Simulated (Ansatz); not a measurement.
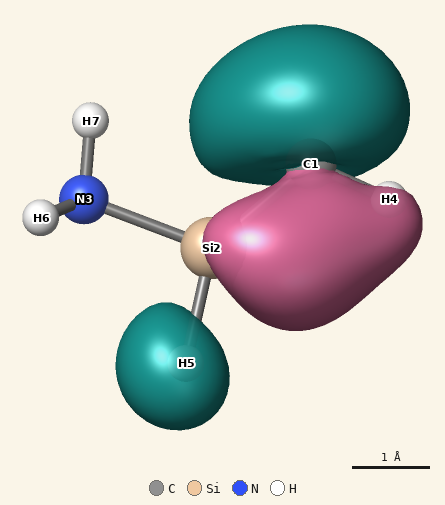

Figure 1: CH₄NSi (charge −1). The HOMO at ±0.1 Å⁻³ᐟ² (teal and pink are the two phases), seen across its widest extent.

The highest occupied orbital lies above zero, a sign that basis and functional describe the outermost electron poorly.

Level of theory: RKS LDA/def2-SVP in Ansatz 0.2.0.

Input

```
crystal:
  periodic: [false, false, false]
  atoms:
    - { symbol: C, position_ang: [-1.20136, -0.9374, -0.87648] }
    - { symbol: Si, position_ang: [-0.29486, 0.40151, -0.27772] }
    - { symbol: "N", position_ang: [1.20783, 0.0447, 0.64334] }
    - { symbol: H, position_ang: [-2.07704, -0.63616, -1.50694] }
    - { symbol: H, position_ang: [-0.15637, 1.91122, -0.11886] }
    - { symbol: H, position_ang: [1.0514, 0.13701, 1.64328] }
    - { symbol: H, position_ang: [1.47041, -0.92089, 0.49339] }
total_charge: -1
basis:
  gaussian: { orbitals: def2-SVP }
hamiltonian:
  xc: lda
relax:
  f_tol: 0.015
  max_steps: 40
output:
  orbitals: {}
```

Run with:

```sh
ansatz run input.yaml --threads 1 --pin off --max-ram 2048MiB --backend cpu --events-out ev --progress --plain --runs-dir out
```

The fields are those of the relaxed geometry.

### Where does this orbital lie, and at what energy?

It lies mainly on C1 (about 65 %), Si2 (about 20 %) and H5 (about 5 %). Its energy is 1.64 eV.
